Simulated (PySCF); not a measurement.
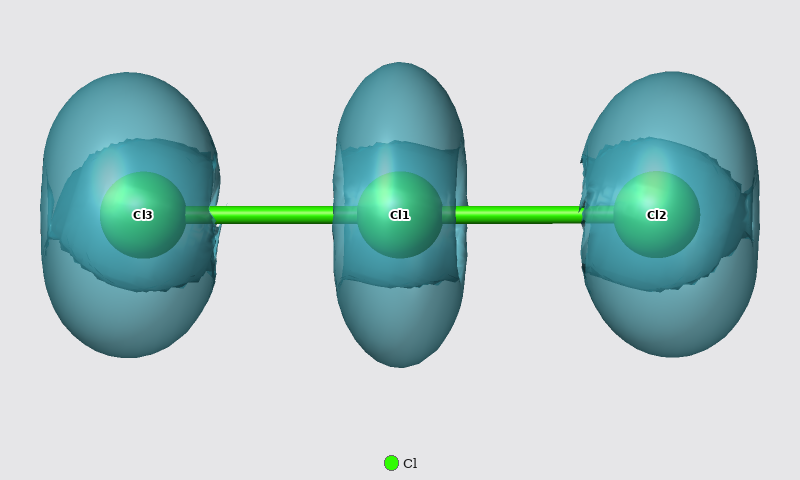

Cl3 (charge −1). Isosurface of the electron localisation function at 0.8 (cyan), seen from one side. Only the valence region is drawn (cores and ρ < 0.01 e/Å³ removed).

Geometry: PBE0-D3(BJ)/def2-TZVPD.

Level of theory: PySCF 2.14.0, wB97M-D3(BJ)/def2-TZVPD, SCF density, gas phase.

| atom | x (Å) | y (Å) | z (Å) |
| --- | --- | --- | --- |
| Cl | 1.1100 | 0.2215 | -0.3896 |
| Cl | -1.0755 | -0.1397 | 0.2039 |
| Cl | 3.2963 | 0.5826 | -0.9831 |

Where are the electrons localised?

At this value the surface marks out three regions wrapped around Cl (its lone pairs, merged into a ring or cap).

Values along the shortest contacts:
Cl–Cl (2.29 Å): the ELF peaks at about 0.80 in the valence shell of Cl, 0.8 Å from its nucleus, and is about 0.55 at the midpoint.
